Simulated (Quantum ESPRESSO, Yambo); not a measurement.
# NH4Br (P-43m): G0W0 with Yambo, start to end, part 3 of 3

Wanted: ground state, empty states, screening and self-energy for NH4Br (P-43m).

Quantum ESPRESSO 7.5 and Yambo 5.3.0; PBEsol and many-body steps on it, plane waves. Known limits of the many-body steps: not at the basis limit; coarse k mesh.

So far. Step 3 (Bands along the symmetry lines): The gap is 4.024 eV, as in the run before at this level. Step 4 (Empty states on the mesh, 4×4×4 mesh, 170 bands): On this mesh the gap is 4.024 eV.

### 6. Screening and self-energy, 4×4×4 mesh, 170 bands, screening to 115.6 eV

Now the one-shot GW correction: screening in the RPA, then the self-energy of the levels asked for.

This step: G0W0 on PBEsol with spin-orbit coupling, plane waves, norm-conserving pseudopotentials.

The input, gw4.in:

```
HF_and_locXC
gw0
dyson
ppa
em1d
rim_cut
RandQpts= 1000000
RandGvec= 1 RL
EXXRLvcs= 72 Ry
VXCRLvcs= 288 Ry
Chimod= "HARTREE"
% BndsRnXp
 1 | 170 |
%
NGsBlkXp= 8.5 Ry
% LongDrXp
 1 | 1 | 1 |
%
% GbndRnge
 1 | 170 |
%
DysSolver= "n"
ExtendOut
PPAPntXp= 27.21138 eV
% QPkrange
 1 | 1 | 13 | 20 |
%
```

Run with:

```
$ OMP_NUM_THREADS=1 mpirun -n 4 yambo -F gw4.in -J gw4 -C gw4 > gw4.log
```

Output:

```text
 Yambo, version 5.3.0

 [02] CORE Variables Setup
 =========================

  [... cell, symmetries and grids as in the set-up ...]

  [02.05] Energies & Occupations
  ==============================

  [X] === General ===
  [X] Electronic Temperature                        :  0.000000  0.000000 [eV K]
  [X] Bosonic    Temperature                        :  0.000000  0.000000 [eV K]
  [X] Finite Temperature mode                       : no
  [X] El. density                                   :  0.25000E+24 [cm-3]
  [X] Fermi Level                                   :  1.155084 [eV]

  [X] === Gaps and Widths ===
  [X] Conduction Band Min                           :  4.023560 [eV]
  [X] Valence Band Max                              :  0.000000 [eV]
  [X] Filled Bands                                  :  16
  [X] Empty Bands                                   :   17  170
  [X] Direct Gap                                    :  4.023560 [eV]
  [X] Direct Gap localized at k                     :  1
  [X] Indirect Gap                                  :  4.023560 [eV]
  [X] Indirect Gap between kpts                     :  1  1
  [X] Last valence band width                       :  1.421548 [eV]
  [X] 1st conduction band width                     :  3.649013 [eV]

 [03] Transferred momenta grid and indexing
 ==========================================

 IBZ Q-points                                      :  10
 BZ  Q-points                                      :   64

 K/Q-points units:
 rlu = crystal or reduced units; cc = cartesian coordinates; iku = interal k-units

 Q [ 1]         [rlu]:  0.000000  0.000000  0.000000
 Q [ 2]         [rlu]:  0.000000  0.000000  0.250000
 Q [ 3]         [rlu]:  0.000000  0.000000 -0.500000
 Q [ 4]         [rlu]:  0.000000  0.250000  0.250000
 Q [ 5]         [rlu]:  0.000000  0.250000 -0.500000
 Q [ 6]         [rlu]:  0.000000 -0.500000 -0.500000
 Q [ 7]         [rlu]:  0.250000  0.250000  0.250000
 Q [ 8]         [rlu]:  0.250000  0.250000 -0.500000
 Q [ 9]         [rlu]:  0.250000 -0.500000 -0.500000
 Q [10]         [rlu]: -0.500000 -0.500000 -0.500000

 [04] Coloumb potential Random Integration (RIM)
 ===============================================

  [04.01] RIM initialization
  ==========================

  * Diagonal components only detected *

  8 x (sBL volume)        :  0.071792 [a.u.]
  sBZ random points       :  1000000
  Points outside the sBZ  :   7992674
  RL volume               :  0.574332 [a.u.]
  Integrated volume       :  0.574858 [a.u.]

  [04.02] RIM integrals
  =====================

  Gamma point sphere radius             :  0.075389 [a.u.]
  Points outside the sphere             :   799758
  [Int_sBZ(q=0) 1/q^2]*(Vol_sBZ)^(-1/3) =:  7.677921
                                 should be <:  7.795600

  Summary of Coulomb integrals for non-metallic bands |Q|[au] RIM/Bare

  Q [1] 0.100000E-4 0.984904 * Q [2] 0.207807 1.050352
  Q [4] 0.293884 1.049366 * Q [7] 0.359933 1.034451
  Q [3] 0.415615 1.019613 * Q [5] 0.464671 1.017741
  Q [8] 0.509022 1.015471 * Q [6] 0.587768 1.012059
  Q [9] 0.623422 1.010860 * Q [10] 0.719866 1.008585

 [05] Dipoles
 ============

  [05.01] Setup: observables and procedures
  =========================================

  [WARNING] [x,Vnl] slows the Dipoles computation. To neglect it rename the ns.kb_pp file

 [06] Dynamic Dielectric Matrix (PPA)
 ====================================

 [WR./gw4//ndb.pp]---------------------------------------------------------------
  Brillouin Zone Q/K grids (IBZ/BZ)                :   10   64   10   64
  RL vectors                                       :   5575 [WF]
  Coulomb cutoff potential                         : none
  Electronic Temperature                           :  0.000000 [K]
  Bosonic    Temperature                           :  0.000000 [K]
  PPA    diel. fun.  energies                      : Perdew, Burke & Ernzerhof SOL(X)+Perdew, Burke & Ernzerhof SOL(C)
  wavefunctions                                    : Perdew, Burke & Ernzerhof SOL(X)+Perdew, Burke & Ernzerhof SOL(C)
  Global Gauge                                     : length
  X matrix size                                    :  179
  X band range                                     :    1  170
  X e/h energy range                               : -1.000000 -1.000000 [eV]
  X Time ordering                                  : R
  X Hxc Kernel                                     : HARTREE
  X Drude frequency                                :  0.000000  0.000000
  X poles                                          :  100.0000 [o/o]
  RL vectors in the sum                            :   5575
  [r,Vnl] included                                 : yes
  Field direction                                  :  0.577350E-5  0.577350E-5  0.577350E-5
  BZ energy Double Grid                            : no
  BZ energy DbGd points                            : 0
  BZ Q point size factor                           : -1.000000
  X Optical Averaged directions                    : none

 [07] Local Exchange-Correlation + Non-Local Fock
 ================================================

 [VXC] Plane waves :   35585
 [EXS] Plane waves :   4553

 QP @ state[ 1 ] K range:  1  1
 QP @ state[ 1 ] b range:  13  20

 [xc] Functional : Perdew, Burke & Ernzerhof SOL(X)+Perdew, Burke & Ernzerhof SOL(C)
 [xc] LIBXC used to calculate xc functional
  PP Number of Atomic Species                      :  3
  NLCC RL compoments                               :   35585
  PP Number of Atomic Species                      :  3
  NLCC RL compoments                               :   35585

 [xc] E_xc :  -6.509354 [Ha]
      E_xc :  -13.01871 [Ry]

  Local XC kind (lXC) : Perdew, Burke & Ernzerhof SOL(X)+Perdew, Burke & Ernzerhof SOL(C)
  Non-Local XC kind (nlXC) : Hartree-Fock

  Corrections @ K [1] :  [eV]
 <13|nlXC|13> = -16.54606 -0.31495E-17 <13|lXC|13> = -12.94778  0.18882E-15
 <14|nlXC|14> = -16.54601  0.47522E-17 <14|lXC|14> = -12.94778  0.26552E-16
 <15|nlXC|15> = -16.54605  0.12064E-16 <15|lXC|15> = -12.94778 -0.94408E-16
 <16|nlXC|16> = -16.54601  0.62844E-18 <16|lXC|16> = -12.94778  0.000000
 <17|nlXC|17> = -5.015626 -0.10276E-18 <17|lXC|17> = -9.267315  0.76707E-16
 <18|nlXC|18> = -5.015626  0.24747E-17 <18|lXC|18> = -9.267315  0.33043E-15
 <19|nlXC|19> = -2.999760  0.22248E-18 <19|lXC|19> = -7.168191  0.000000
 <20|nlXC|20> = -2.999758  0.87963E-18 <20|lXC|20> = -7.168191  0.35403E-16

 [08] Dyson equation: Newton solver
 ==================================

  [08.01] G0W0 (W PPA)
  ====================

  [  GW  ] Bands range     :    1  170
  [GW/PPA] G damping       :  0.100000 [eV]

  QP @ state[ 1 ] K range:  1  1
  QP @ state[ 1 ] b range:  13  20

   Sc/G bands                                       :    1  170
   Sc/G damping                                     :  0.100000 ev
   Sc bands terminator                              : no
   Sx RL components                                 :   4553

   QP @ state[ 1 ] K range                          :  1  1
   QP @ state[ 1 ] b range                          :  13  20
   GF energies kind                                 : Perdew, Burke & Ernzerhof SOL(X)+Perdew, Burke & Ernzerhof SOL(C)
   GF WF`s kind                                     : Perdew, Burke & Ernzerhof SOL(X)+Perdew, Burke & Ernzerhof SOL(C)
   Xs energies kind                                 : Perdew, Burke & Ernzerhof SOL(X)+Perdew, Burke & Ernzerhof SOL(C)
   Xs WF`s kind                                     : Perdew, Burke & Ernzerhof SOL(X)+Perdew, Burke & Ernzerhof SOL(C)

 [11] Game Over & Game summary
```

It took 2.4 min on 4 MPI ranks of Arm Neoverse V2, shared host; peak memory 2.6 GiB.

This step gave:

- G0W0 gap on the points computed: 6.345 eV
- starting gap on the mesh: 4.024 eV
- k of the valence top: 0, 0, 0
- k of the conduction bottom: 0, 0, 0
- least direct G0W0 gap on the computed points: 6.345 eV
- Z at the valence top: 0.8201
- Z at the conduction bottom: 0.8539

The gap on the mesh goes from 4.02 eV to 6.35 eV, a correction of +2.32 eV.

Limits: finite bands, cutoff and mesh; coarse k mesh. v1 is the top filled band, c1 the lowest empty one. The levels before and after the correction (eV, zero at the valence-band top of each column):

```tsv
	conduction bottom	valence top
Kohn-Sham	4.02	0.00
G0W0	6.35	0.00
```

```tsv
	level	energy (eV)
Kohn-Sham	Γ v4-v1	0.000
Kohn-Sham	Γ c1-c2	4.024
Kohn-Sham	Γ c3-c4	6.723
G0W0	Γ v4-v1	0.000
G0W0	Γ c1-c2	6.345
G0W0	Γ c3-c4	8.923
```

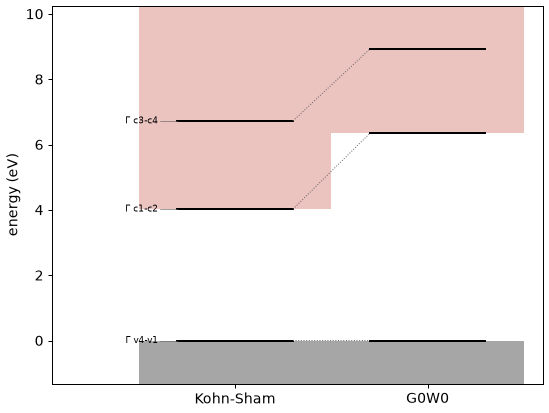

Levels before and after the correction. Shaded: valence and conduction bands.

### 7. Where the time went

Times are wall times on the hardware named with each run, good to a factor of about two.

```tsv
step	time	share	memory (GiB)
ground state	19 s	9 %	0.52
bands along the symmetry lines	15 s	7 %	0.34
empty states on the mesh	40 s	18 %	0.74
conversion and set-up	2.7 s	1 %	0.25
screening and self-energy	2.4 min	65 %	2.6
```

### 8. Summary of results

| Item | Value |
| --- | --- |
| PBEsol gap | 4.02 eV, direct |
| G0W0 gap on the mesh | 6.35 eV |
| GW settings | 4×4×4 mesh, 170 bands, screening to 115.6 eV, Godby-Needs plasmon pole |
| known limits | not at the basis limit; coarse k mesh |

In words: G0W0 moves the gap on the mesh from 4.02 eV to 6.35 eV (+2.32 eV), with Z of 0.82 and 0.85 at the edges. Only 1 of the mesh's irreducible points was corrected, so a valley elsewhere could overtake. The dearest step here is «screening and self-energy». Bands and cutoff are finite, so the gap is not at the basis limit. The miss can reach some tenths of an eV and take either sign; the mesh is an error of its own. In the G0W0 run levels were corrected at 1 k point alone, so a gap called «on the mesh» is the least over those, and an edge elsewhere would be missed. The 4×4×4 mesh is coarse for this cell, which bears on the long-range parts of exchange and screening.

[Paths, hosts, dates, memory and timing lines, banners, echoed tables and standing remarks are left out of the program output.]

[Logs are printed without paths, hosts, clocks, repeated set-up lines and the standing remarks that a program may print on its own settings, such as how far it seeks lower states.]

[Runs of the session that timed out or met a known fault of the program may be left out.]

[Hosts, paths, dates, database ids (printed as entryN), source tags and the programs' standing remarks are cut or masked in the printed files.]
